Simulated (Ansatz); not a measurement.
# CH7BSi: molecular dynamics

Purpose: to follow the molecule's vibrations and see whether its bonds hold. The start is relaxed first. Runs: 300 steps of 0.5 fs under a Nosé-Hoover thermostat at 300 K. SMILES of the start: BC[SiH3].

All numbers below are computed with Ansatz 0.2.0 (RKS B3LYP-D4/6-31G*).

### Step 1. The starting structure

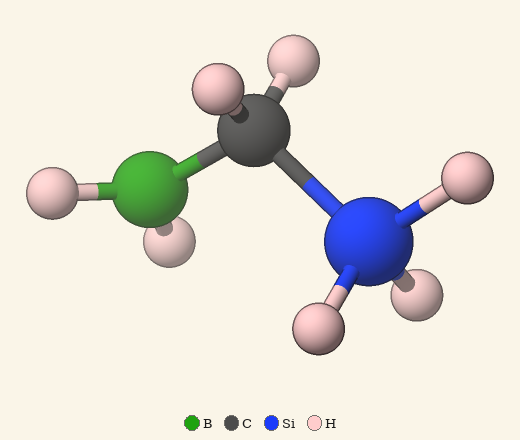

Start, viewed from a chosen angle; boron green, carbon dark grey, silicon blue, hydrogen pink.

As a file:

```xyz
10

B    -0.1987   -0.9082   -1.2658
C     0.4490   -0.6085    0.1221
Si   -0.1716    1.0178    0.8222
H    -1.3484   -0.9553   -1.3484
H     0.4087   -0.9807   -2.2729
H     1.5530   -0.5501   -0.0138
H     0.2247   -1.4277    0.8243
H    -1.5578    0.9861    1.0191
H     0.5189    1.2615    2.1752
H     0.2053    2.1140   -0.0590
```

### Step 2. Preparing the start

Input file input.yaml:

```yaml
crystal:
  periodic: [false, false, false]
  atoms:
    - { symbol: B, position_ang: [-0.1987, -0.9082, -1.2658] }
    - { symbol: C, position_ang: [0.449, -0.6085, 0.1221] }
    - { symbol: Si, position_ang: [-0.1716, 1.0178, 0.8222] }
    - { symbol: H, position_ang: [-1.3484, -0.9553, -1.3484] }
    - { symbol: H, position_ang: [0.4087, -0.9807, -2.2729] }
    - { symbol: H, position_ang: [1.553, -0.5501, -0.0138] }
    - { symbol: H, position_ang: [0.2247, -1.4277, 0.8243] }
    - { symbol: H, position_ang: [-1.5578, 0.9861, 1.0191] }
    - { symbol: H, position_ang: [0.5189, 1.2615, 2.1752] }
    - { symbol: H, position_ang: [0.2053, 2.114, -0.059] }
basis:
  gaussian: { orbitals: "6-31G*" }
hamiltonian:
  xc: b3lyp
  dispersion: d4
relax:
  f_tol: 0.02
  max_steps: 40
```

Command:

```
$ ansatz run input.yaml --threads 1 --pin off --max-ram 2048MiB --backend cpu --events-out ev --progress --plain --runs-dir out
```

Log, shortened:

```text
Warning: RAYON_NUM_THREADS=1 ignored (pool sized by the plan → 1); use --threads N
[...]
Functional definition: B3LYP
[...]
742 factors; integrals over basis functions are off by at most 6.0e-4 eV
[...]
mean field -9704.58141503 eV, -356.6367890008 hartree, gradient 2.0e-5 eV, S^2 0.000000; 0 other end points of the search recorded, 0 dependent functions left out
[...]
reference -9704.58164741 eV, -356.6367975407 hartree; 16, 16 occupied and 47, 47 virtual orbitals, 742 factors
relax step   1: F+E_penalty+E_count = -9704.84263564 eV  Δ(F+E_penalty+E_count) = +0.000e0 eV  max|allowed force component| = 2.128e0 eV/Å  Δτ_max = 0.0000 Å  (21 SCF iters, accepted)
[...]
relax step   7: F+E_penalty+E_count = -9705.09962198 eV  Δ(F+E_penalty+E_count) = -9.552e-4 eV  max|allowed force component| = 2.511e-2 eV/Å  Δτ_max = 0.0423 Å  (22 SCF iters, accepted)
[...]
relax step   8: F+E_penalty+E_count = -9705.09968133 eV  Δ(F+E_penalty+E_count) = -5.936e-5 eV  max|allowed force component| = 2.699e-3 eV/Å  Δτ_max = 0.0079 Å  (21 SCF iters, accepted)
742 factors; integrals over basis functions are off by at most 7.3e-4 eV
[...]
mean field -9704.83790138 eV, -356.6462147004 hartree, gradient 1.5e-5 eV, S^2 0.000000; 1 other end points of the search recorded, 0 dependent functions left out
[...]
reference -9704.83813389 eV, -356.6462232449 hartree; 16, 16 occupied and 47, 47 virtual orbitals, 742 factors
Total energy: -9705.09991384 eV, -356.6558434807 hartree
Atom 0 at    -0.217144    -0.884813    -1.250141 Å, force     0.000173    -0.000029     0.000589 eV/Å
Atom 1 at     0.452524    -0.689837     0.126495 Å, force    -0.002518     0.001998    -0.002699 eV/Å
Atom 2 at    -0.101804     1.014296     0.789560 Å, force     0.000609    -0.000018     0.000606 eV/Å
Atom 3 at    -1.311480    -1.364510    -1.335579 Å, force     0.001039    -0.000251     0.000749 eV/Å
Atom 4 at     0.316009    -0.496601    -2.250073 Å, force    -0.000607     0.000451     0.000807 eV/Å
Atom 5 at     1.548046    -0.642412     0.094178 Å, force     0.001223     0.000047    -0.000025 eV/Å
Atom 6 at     0.133024    -1.409299     0.890673 Å, force    -0.000013    -0.001157     0.001278 eV/Å
Atom 7 at    -1.577224     1.061776     0.965901 Å, force     0.000418     0.000089    -0.000781 eV/Å
Atom 8 at     0.540784     1.255404     2.109437 Å, force    -0.000696    -0.000643    -0.000648 eV/Å
Atom 9 at     0.300367     2.104897    -0.137450 Å, force     0.000371    -0.000488     0.000124 eV/Å
Dipole moment:     0.109588    -0.048792     0.147983 e Å
```

Run time: 19 s. Hardware: 1 thread of Arm Neoverse V2, shared host; peak memory 0.13 GiB.

The steps of the relaxation:

| step | energy from step 1 (eV) | largest force component (eV/Å) |
| --- | --- | --- |
| 1 | 0.0000 | 2.1276 |
| 2 | -0.1523 | 1.0596 |
| 3 | -0.2139 | 0.4740 |
| 4 | -0.2320 | 0.5137 |
| 5 | -0.2533 | 0.1114 |
| 6 | -0.2560 | 0.0671 |
| 7 | -0.2570 | 0.0251 |
| 8 | -0.2570 | 0.0027 |

Step 1 is the start.

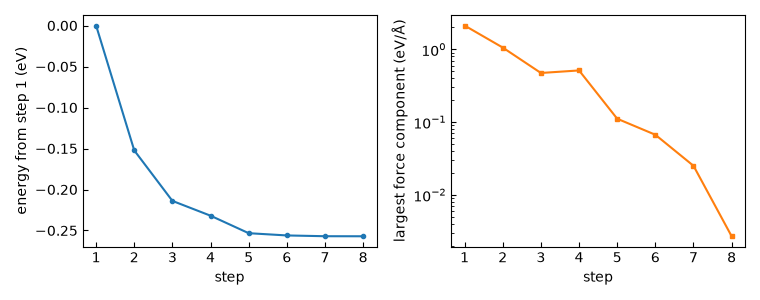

Energy and largest force along the relaxation.

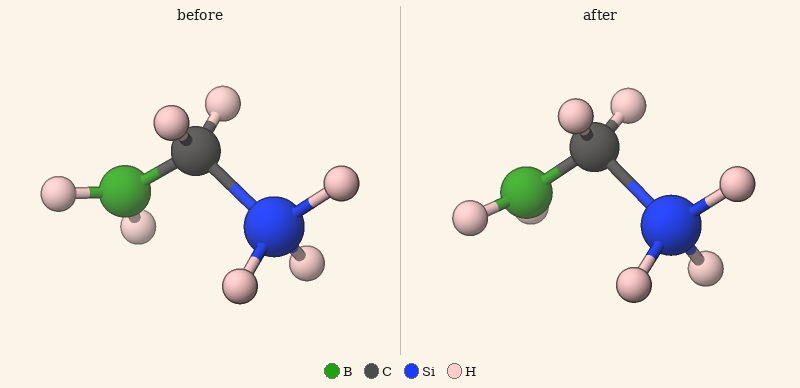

Before and after, at one scale.

After: Bond lengths: B1–C2 1.543 Å, C2–Si3 1.911 Å, B1–H4 1.198 Å, B1–H5 1.198 Å, C2–H6 1.097 Å, C2–H7 1.097 Å, Si3–H8 1.487 Å, Si3–H9 1.488 Å, Si3–H10 1.487 Å. Angles (14 of 15 angles, heavy atoms first): B1–C2–Si3 107.2°, B1–C2–H6 114.4°, B1–C2–H7 114.3°, Si3–C2–H6 105.2°, Si3–C2–H7 105.0°, C2–B1–H4 120.7°, C2–B1–H5 120.7°, C2–Si3–H8 111.0°, C2–Si3–H9 109.1°, C2–Si3–H10 111.1°, H6–C2–H7 109.9°, H4–B1–H5 118.5°, H8–Si3–H9 108.6°, H8–Si3–H10 108.6°.

### Step 3. The run

300 steps of 0.5 fs under a Nosé-Hoover thermostat at 300 K, from the relaxed start.

Input file input.yaml:

```yaml
crystal:
  periodic: [false, false, false]
  atoms:
    - { symbol: B, position_ang: [-0.217144, -0.884813, -1.250141] }
    - { symbol: C, position_ang: [0.452524, -0.689837, 0.126495] }
    - { symbol: Si, position_ang: [-0.101804, 1.014296, 0.78956] }
    - { symbol: H, position_ang: [-1.31148, -1.36451, -1.335579] }
    - { symbol: H, position_ang: [0.316009, -0.496601, -2.250073] }
    - { symbol: H, position_ang: [1.548046, -0.642412, 0.094178] }
    - { symbol: H, position_ang: [0.133024, -1.409299, 0.890673] }
    - { symbol: H, position_ang: [-1.577224, 1.061776, 0.965901] }
    - { symbol: H, position_ang: [0.540784, 1.255404, 2.109437] }
    - { symbol: H, position_ang: [0.300367, 2.104897, -0.13745] }
basis:
  gaussian: { orbitals: "6-31G*" }
hamiltonian:
  xc: b3lyp
  dispersion: d4
md:
  timestep: 0.5
  n_steps: 300
  ensemble: nvt_nose_hoover
  temperature: 300.0
  initial_velocities: maxwell_boltzmann
  seed: 692671
  nose_hoover: { tau: 100.0, chain_length: 3 }
```

Command:

```
$ ansatz run input.yaml --threads 1 --pin off --max-ram 2048MiB --backend cpu --events-out ev --progress --plain --runs-dir out
```

Log, shortened:

```text
Warning: RAYON_NUM_THREADS=1 ignored (pool sized by the plan → 1); use --threads N
[...]
[... 1 set-up line as earlier in the session ...]
[...]
740 factors; integrals over basis functions are off by at most 7.4e-4 eV
[...]
mean field -9704.83790060 eV, -356.6462146715 hartree, gradient 1.8e-5 eV, S^2 0.000000; 0 other end points of the search recorded, 0 dependent functions left out
[...]
reference -9704.83813221 eV, -356.6462231831 hartree; 16, 16 occupied and 47, 47 virtual orbitals, 740 factors
md step     0: t =     0.00 fs  T =   300.0 K  F+E_penalty+E_count = -9705.09968056 eV  E_kin = 0.310224 eV  conserved = -9704.78945656 eV  (22 SCF iters)
[...]
md step    18: t =     9.00 fs  T =    59.1 K  F+E_penalty+E_count = -9704.84945500 eV  E_kin = 0.061068 eV  conserved = -9704.78862456 eV  (21 SCF iters, 3 dispersion substeps)
[...]
md step    36: t =    18.00 fs  T =   232.7 K  F+E_penalty+E_count = -9705.02739897 eV  E_kin = 0.240644 eV  conserved = -9704.78913692 eV  (22 SCF iters, 3 dispersion substeps)
[...]
md step    54: t =    27.00 fs  T =    79.1 K  F+E_penalty+E_count = -9704.86575993 eV  E_kin = 0.081788 eV  conserved = -9704.78879363 eV  (22 SCF iters, 3 dispersion substeps)
[...]
md step    70: t =    35.00 fs  T =   216.4 K  F+E_penalty+E_count = -9705.00342938 eV  E_kin = 0.223739 eV  conserved = -9704.78896226 eV  (22 SCF iters, 3 dispersion substeps)
md step    71: t =    35.50 fs  T =   212.7 K  F+E_penalty+E_count = -9704.99927061 eV  E_kin = 0.219911 eV  conserved = -9704.78900866 eV  (22 SCF iters, 3 dispersion substeps)
```

### Step 4. The output, continued: dynamics from the start

Output, continued, shortened:

```text
md step    72: t =    36.00 fs  T =   208.2 K  F+E_penalty+E_count = -9704.99438551 eV  E_kin = 0.215329 eV  conserved = -9704.78907962 eV  (22 SCF iters, 3 dispersion substeps)
[...]
md step    95: t =    47.50 fs  T =   140.5 K  F+E_penalty+E_count = -9704.91855799 eV  E_kin = 0.145240 eV  conserved = -9704.78881729 eV  (21 SCF iters, 3 dispersion substeps)
[...]
md step   118: t =    59.00 fs  T =   116.9 K  F+E_penalty+E_count = -9704.88140953 eV  E_kin = 0.120915 eV  conserved = -9704.78878199 eV  (21 SCF iters, 3 dispersion substeps)
[...]
md step   141: t =    70.50 fs  T =   245.2 K  F+E_penalty+E_count = -9705.00140466 eV  E_kin = 0.253526 eV  conserved = -9704.78908624 eV  (22 SCF iters, 3 dispersion substeps)
[...]
md step   163: t =    81.50 fs  T =   132.2 K  F+E_penalty+E_count = -9704.87063380 eV  E_kin = 0.136692 eV  conserved = -9704.78878030 eV  (21 SCF iters, 3 dispersion substeps)
md step   164: t =    82.00 fs  T =   143.7 K  F+E_penalty+E_count = -9704.88200093 eV  E_kin = 0.148618 eV  conserved = -9704.78880141 eV  (21 SCF iters, 3 dispersion substeps)
```

### Step 5. More of the same log: dynamics from the start

Output, continued, shortened:

```text
md step   165: t =    82.50 fs  T =   156.7 K  F+E_penalty+E_count = -9704.89482839 eV  E_kin = 0.162060 eV  conserved = -9704.78882263 eV  (22 SCF iters, 3 dispersion substeps)
[...]
md step   183: t =    91.50 fs  T =   203.2 K  F+E_penalty+E_count = -9704.92397614 eV  E_kin = 0.210160 eV  conserved = -9704.78888126 eV  (22 SCF iters, 3 dispersion substeps)
[...]
md step   201: t =   100.50 fs  T =   173.8 K  F+E_penalty+E_count = -9704.88510236 eV  E_kin = 0.179746 eV  conserved = -9704.78893314 eV  (24 SCF iters, 3 dispersion substeps)
[...]
md step   219: t =   109.50 fs  T =   178.3 K  F+E_penalty+E_count = -9704.86969953 eV  E_kin = 0.184423 eV  conserved = -9704.78873243 eV  (21 SCF iters, 3 dispersion substeps)
[...]
Atom 0 at    -0.294944    -0.968383    -1.257284 Å, force     0.270547     0.728014     2.362528 eV/Å
Atom 1 at     0.497465    -0.619072     0.120927 Å, force     0.333973    -0.655201    -1.794287 eV/Å
Atom 2 at    -0.088858     1.019586     0.785992 Å, force    -0.253887    -0.191399     0.528426 eV/Å
Atom 3 at    -1.292742    -1.599865    -1.146681 Å, force    -0.119189    -0.389398    -0.134191 eV/Å
Atom 4 at    -0.095076    -0.412317    -2.272342 Å, force     0.423445     0.114743    -0.483656 eV/Å
Atom 5 at     1.569215    -0.397877    -0.018989 Å, force    -0.061514    -0.405055    -0.081037 eV/Å
Atom 6 at     0.379553    -1.326129     0.944720 Å, force    -0.047845    -0.250008    -0.161851 eV/Å
Atom 7 at    -1.459791     1.208260     0.272089 Å, force    -0.170598     0.627385    -0.025063 eV/Å
Atom 8 at    -0.141118     0.877705     2.262669 Å, force    -0.160324     0.118399     0.120712 eV/Å
Atom 9 at     0.927609     2.065084     0.537989 Å, force    -0.214608     0.302521    -0.331580 eV/Å
Dipole moment:     0.127933    -0.013017     0.047457 e Å
```

Run time: 9.4 min. Hardware: 1 thread of Arm Neoverse V2, shared host; peak memory 0.12 GiB.

### Step 6. Frames and traces

The trajectory, every 12 steps (energies from step 0):

| time (fs) | T (K) | potential energy change (meV/atom) | conserved energy change (meV/atom) |
| --- | --- | --- | --- |
| 0.0 | 300 | 0.0 | 0.00 |
| 6.0 | 112 | 19.5 | 0.05 |
| 12.0 | 144 | 16.2 | 0.04 |
| 18.0 | 233 | 7.2 | 0.03 |
| 24.0 | 87 | 22.5 | 0.06 |
| 30.0 | 152 | 15.9 | 0.05 |
| 36.0 | 208 | 10.5 | 0.04 |
| 42.0 | 66 | 25.6 | 0.07 |
| 48.0 | 157 | 16.4 | 0.06 |
| 54.0 | 218 | 10.8 | 0.05 |
| 60.0 | 98 | 23.9 | 0.08 |
| 66.0 | 170 | 16.9 | 0.06 |
| 72.0 | 227 | 12.0 | 0.05 |
| 78.0 | 108 | 25.1 | 0.07 |
| 84.0 | 202 | 16.0 | 0.06 |
| 90.0 | 261 | 11.2 | 0.04 |
| 96.0 | 64 | 32.5 | 0.08 |
| 102.0 | 233 | 15.6 | 0.05 |
| 108.0 | 237 | 16.7 | 0.06 |
| 114.0 | 76 | 34.1 | 0.10 |
| 120.0 | 258 | 16.0 | 0.06 |
| 126.0 | 176 | 25.7 | 0.08 |
| 132.0 | 107 | 33.3 | 0.09 |
| 138.0 | 297 | 14.6 | 0.05 |
| 144.0 | 207 | 24.9 | 0.08 |
| 150.0 | 143 | 32.1 | 0.07 |

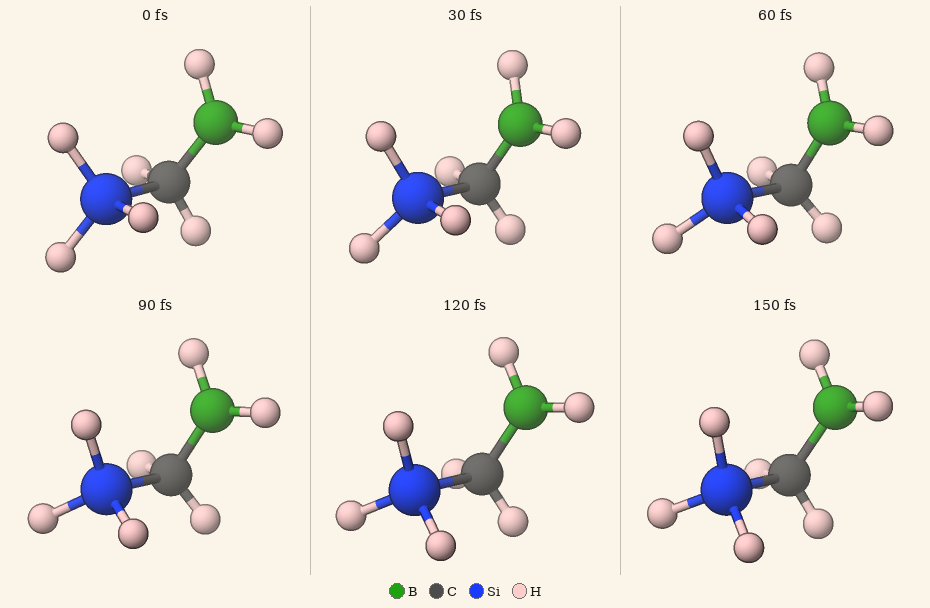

The system at six times, viewed from a free direction. Sticks join atoms within a bonding distance in each frame.

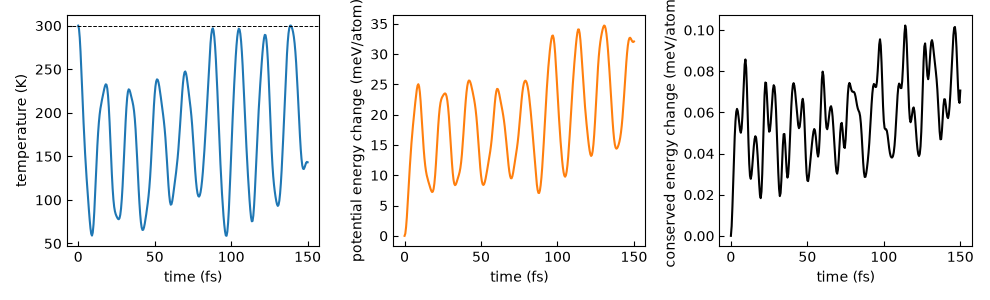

Traces against time; each panel has its own scale. The dashed line is the set temperature.

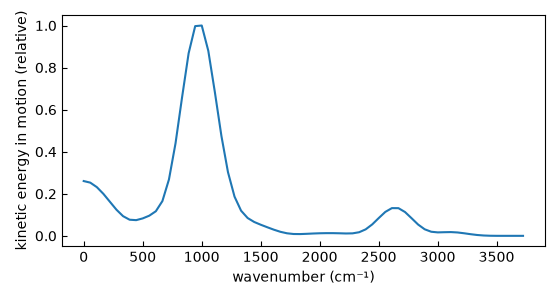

Power spectrum of the mass-weighted velocities; a run of 150 fs resolves no finer than about 440 cm⁻¹.

Maxima of the velocity power spectrum (cm⁻¹, relative height; resolution about 440 cm⁻¹): 1000 (100).

### Step 7. Frames from the trajectory

Extended XYZ, with forces in eV/Å:

```xyz
10
time_fs=19.0 T=228 dE=0.0775
B    -0.246   -0.837   -1.213    0.421    0.077    0.093
C     0.495   -0.728    0.153   -0.910   -0.199   -0.394
Si   -0.110    1.009    0.769    0.282   -0.272    0.007
H    -1.300   -1.419   -1.313    0.238    0.189   -0.052
H     0.257   -0.253   -2.146   -0.342   -0.203    0.006
H     1.580   -0.642    0.040    0.061    0.038    0.151
H     0.206   -1.546    0.838    0.214    0.472    0.092
H    -1.584    1.170    0.833   -0.067   -0.168   -0.032
H     0.427    1.260    2.128    0.050    0.057    0.051
H     0.395    2.036   -0.181    0.052    0.008    0.077
10
time_fs=37.5 T=181 dE=0.1344
B    -0.245   -0.808   -1.195   -0.430   -0.343    0.741
C     0.484   -0.718    0.161    0.380    0.477   -0.129
Si   -0.099    0.986    0.749   -0.316    0.410    0.034
H    -1.264   -1.425   -1.240   -0.112   -0.118   -0.155
H     0.041   -0.142   -2.132    0.353    0.062   -0.216
H     1.567   -0.530    0.091   -0.058   -0.362    0.143
H     0.199   -1.357    1.012    0.240   -0.286   -0.508
H    -1.595    0.997    0.669    0.184    0.277    0.066
H     0.323    1.214    2.159   -0.060   -0.075   -0.003
H     0.517    2.065   -0.078   -0.181   -0.042    0.028
10
time_fs=56.0 T=190 dE=0.1392
B    -0.271   -0.825   -1.157   -0.005   -0.232   -1.513
C     0.522   -0.704    0.142   -0.166   -0.124   -0.341
Si   -0.106    0.996    0.755   -0.162    0.269    0.373
H    -1.294   -1.466   -1.298    0.289    0.299    0.345
H     0.143   -0.270   -2.162   -0.224   -0.074    0.358
H     1.613   -0.676   -0.013   -0.254    0.255    0.146
H     0.241   -1.513    0.803    0.035   -0.039    0.677
H    -1.581    1.236    0.579    0.238   -0.344   -0.016
H     0.166    1.122    2.218    0.051    0.078   -0.116
H     0.517    2.104   -0.016    0.199   -0.088    0.086
10
time_fs=75.0 T=173 dE=0.1799
B    -0.279   -0.899   -1.227    0.255    0.458    1.485
C     0.523   -0.708    0.108    0.133    0.652    0.011
Si   -0.110    1.020    0.781    0.250   -0.807   -0.201
H    -1.382   -1.334   -1.161   -0.105   -0.363   -0.118
H     0.079   -0.376   -2.216    0.257    0.085   -0.553
H     1.596   -0.476    0.093    0.071   -0.215   -0.531
H     0.396   -1.402    0.938   -0.463   -0.299   -0.005
H    -1.548    1.144    0.453   -0.093    0.367    0.013
H     0.085    1.097    2.251   -0.084   -0.083    0.055
H     0.771    2.055    0.192   -0.223    0.207   -0.157
10
time_fs=94.0 T=108 dE=0.2779
B    -0.276   -0.903   -1.192   -0.351   -1.219   -1.285
C     0.499   -0.622    0.074    0.282   -0.860    0.826
Si   -0.095    1.003    0.792    0.088    0.998    0.041
H    -1.274   -1.588   -1.110    0.025    0.520   -0.248
H     0.199   -0.648   -2.296   -0.470    0.155    0.582
H     1.562   -0.730   -0.150    0.293    0.678    0.269
H     0.265   -1.357    0.873   -0.058    0.237   -0.327
H    -1.468    1.404    0.398   -0.257   -0.412   -0.085
H    -0.098    0.937    2.272    0.122    0.031    0.089
H     0.648    2.192    0.292    0.323   -0.128    0.138
10
time_fs=112.5 T=89 dE=0.3259
B    -0.290   -1.008   -1.254    0.461    1.316    1.096
C     0.510   -0.637    0.072   -0.377   -0.430   -0.061
Si   -0.096    1.042    0.808   -0.275   -0.887    0.134
H    -1.385   -1.452   -1.258   -0.214   -0.588    0.457
H     0.006   -0.582   -2.303    0.606    0.135   -0.658
H     1.577   -0.380    0.055    0.116   -0.548   -0.597
H     0.360   -1.397    0.862   -0.024    0.337   -0.125
H    -1.498    1.233    0.339    0.127    0.524    0.066
H    -0.097    0.897    2.294   -0.096    0.077   -0.053
H     0.906    2.106    0.515   -0.325    0.065   -0.260
10
time_fs=131.0 T=94 dE=0.3462
B    -0.280   -0.957   -1.208   -0.356   -1.101   -1.323
C     0.510   -0.663    0.036    0.003    1.263    0.496
Si   -0.106    1.034    0.819    0.360    0.282   -0.590
H    -1.228   -1.720   -1.128    0.083    0.604   -0.282
H     0.190   -0.627   -2.293   -0.627    0.042    0.458
H     1.561   -0.584   -0.271    0.056    0.241    0.649
H     0.323   -1.388    0.810    0.182   -0.483    0.487
H    -1.388    1.651    0.351   -0.149   -0.629   -0.037
H    -0.198    0.967    2.306    0.138   -0.115   -0.120
H     0.802    2.118    0.356    0.310   -0.106    0.263
10
time_fs=150.0 T=143 dE=0.3207
B    -0.295   -0.968   -1.257    0.271    0.728    2.362
C     0.497   -0.619    0.121    0.334   -0.655   -1.794
Si   -0.089    1.020    0.786   -0.254   -0.191    0.528
H    -1.293   -1.600   -1.147   -0.119   -0.389   -0.134
H    -0.095   -0.412   -2.272    0.423    0.115   -0.484
H     1.569   -0.398   -0.019   -0.061   -0.405   -0.081
H     0.380   -1.326    0.945   -0.048   -0.250   -0.162
H    -1.460    1.208    0.272   -0.171    0.627   -0.025
H    -0.141    0.878    2.263   -0.160    0.118    0.121
H     0.928    2.065    0.538   -0.215    0.302   -0.332
```

### Step 8. Outcome

| quantity | value |
| --- | --- |
| relaxation of the start | 7 moves, 0.257 eV lower |
| length | 300 steps of 0.5 fs |
| temperature, first and last step | 300 and 143 K |
| temperature, second half | mean 186 K, from 59 to 300 K |
| potential energy, second half | +22 meV/atom from the start |
| largest change of the conserved energy | 0.10 meV/atom |
| bonds formed or broken | 0 |

Against a set 300 K the second half averages 186 K with a spread of 74 K; 22 meV/atom has gone into potential energy, and a thermostat that acts over some 100 fs has not made it up in 150 fs. The conserved energy strays from its start by at most 0.10 meV/atom, 0.6 % of the mean kinetic energy, so a step of 0.5 fs is short enough over this time. The bonding pattern survives the run. 150 fs on 10 atoms is far too short and small for converged averages. The nuclei move classically, without zero-point motion, which matters most for hydrogen.
